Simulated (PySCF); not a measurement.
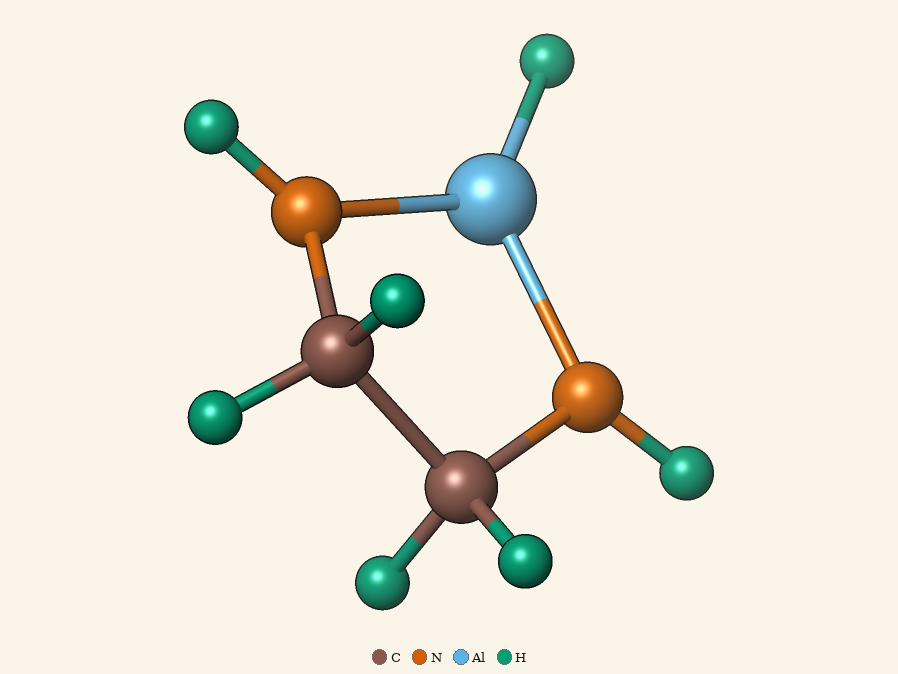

The geometry was computed by an optimisation with PBE0-D3(BJ)/def2-SVP. No frequency run is at hand to confirm it as a minimum.

Draw it as a skeletal formula.

SMILES: C1C[NH][AlH][NH]1

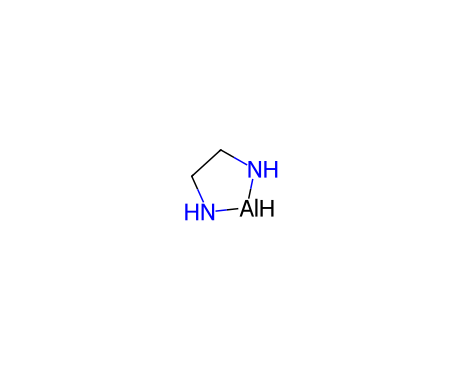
